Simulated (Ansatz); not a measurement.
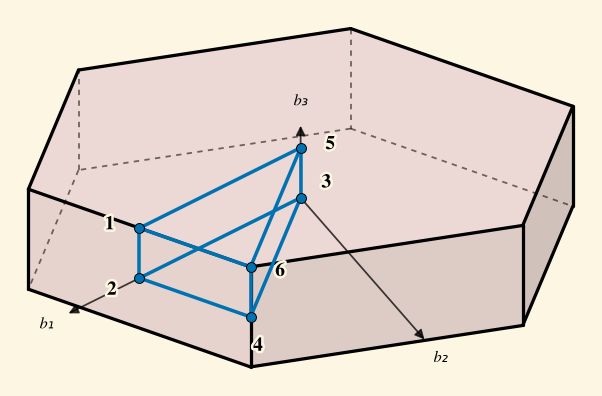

Crystal: WSe₂, the input geometry of an electronic-structure calculation (not necessarily at equilibrium). The first Brillouin zone of a primitive hexagonal lattice (hP; extended symbol hP2) is drawn with its special points numbered. The drawing is computed from the coordinates (standard cell, symmetry found to 0.002 Å).

a = 3.282 Å, b = 3.282 Å, c = 12.960 Å, α = 90.00°, β = 90.00°, γ = 120.00°.

Labels and path follow the convention of Hinuma et al. (2017), as computed by seekpath; the arrows show the directions of the reciprocal primitive vectors b₁, b₂, b₃, in which coordinates are given.

Question: Give the label and coordinates of each numbered point.

Answer:
```
no.  label      coordinates
  1      L    (1/2, 0, 1/2)
  2      M      (1/2, 0, 0)
  3      Γ        (0, 0, 0)
  4      K    (1/3, 1/3, 0)
  5      A      (0, 0, 1/2)
  6      H  (1/3, 1/3, 1/2)
```
